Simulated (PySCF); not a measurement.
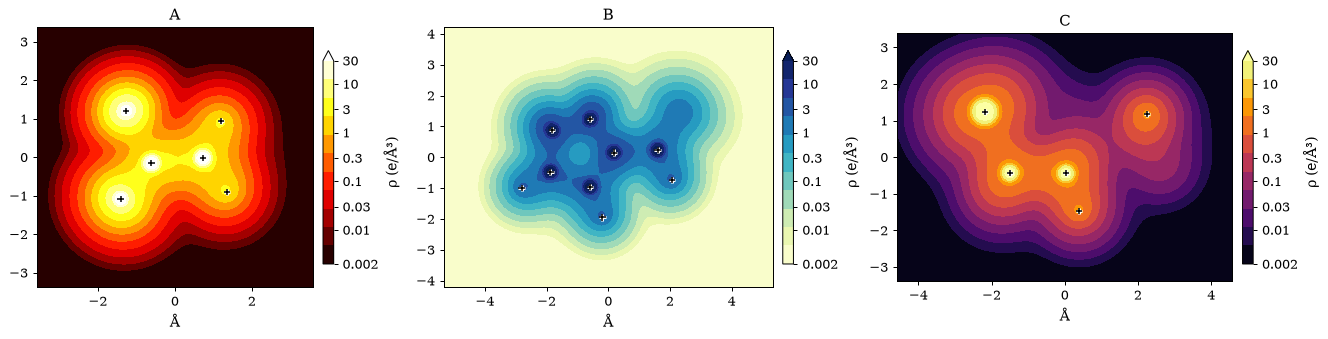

The total electron density of 3 systems, each on a plane through atoms (crosses mark nuclei in the plane).

Theory: PBE0/pcSseg-1, SCF density, gas phase, non-relativistic in PySCF 2.14.0.

System 1: C2H2FO (charge −1), the molecular plane. Geometry: GFN2-xTB.

```xyz
6

C    -0.7211   -0.0830    0.0018
C     0.6200   -0.0984    0.0074
O     1.4992   -0.9451    0.0873
F     1.1528    1.3042   -0.1185
H    -1.2796    0.8322   -0.0829
H    -1.2681   -1.0079    0.0834
```

System 2: C5H11S (SMILES CC(C)CC[S-]) (charge −1), the plane of atoms C4, C5 and S6. Geometry: GFN2-xTB.

```xyz
17

C    -0.6546    1.0510    1.0081
C    -0.4881    0.1458   -0.2090
C    -1.7444   -0.6989   -0.4088
C     0.7534   -0.7381   -0.0915
C     2.0525    0.0526   -0.2691
S     2.1054    0.9750   -1.8214
H    -1.5445    1.6724    0.9050
H    -0.7497    0.4594    1.9206
H     0.2071    1.7048    1.1071
H    -0.3264    0.7732   -1.0945
H    -1.6477   -1.3242   -1.2943
H    -2.6210   -0.0631   -0.5323
H    -1.9107   -1.3471    0.4533
H     0.7601   -1.2612    0.8767
H     0.7155   -1.4931   -0.8829
H     2.8997   -0.6497   -0.2446
H     2.1865    0.7532    0.5677
```

System 3: C5H7N3 (SMILES c1cn(C2CC2)nn1), the plane of atoms N3, C4 and H11. Geometry: GFN2-xTB.

| atom | x (Å) | y (Å) | z (Å) |
| --- | --- | --- | --- |
| C | 2.5441 | -0.8286 | 0.4722 |
| C | 1.5917 | -0.0643 | 1.1072 |
| N | 0.5215 | -0.1189 | 0.2827 |
| C | -0.7454 | 0.4972 | 0.4504 |
| C | -1.4627 | 0.9954 | -0.7706 |
| C | -1.9610 | -0.2219 | -0.0578 |
| N | 0.8093 | -0.8658 | -0.7776 |
| N | 2.0109 | -1.2916 | -0.6717 |
| H | 3.5458 | -1.0629 | 0.7651 |
| H | 1.5944 | 0.4797 | 2.0277 |
| H | -0.8059 | 1.0603 | 1.3732 |
| H | -0.9642 | 0.8464 | -1.7154 |
| H | -2.0203 | 1.9158 | -0.6934 |
| H | -2.8681 | -0.1561 | 0.5224 |
| H | -1.7944 | -1.1768 | -0.5307 |

Q: Which map belongs to which system?

A: Panel A is system 1, C2H2FO: the plane holds C, O, F and H. C–O (1.22 Å): ρ at the midpoint is about 3.2 e/Å³. Panel B is system 3, C5H7N3: the plane holds C, N and H. N–N (1.28 Å): the density is about 2.9 e/Å³ at the midpoint. Panel C is system 2, C5H11S: the plane holds C, S and H. C–C (1.53 Å): the density is about 1.6 e/Å³ at the midpoint.
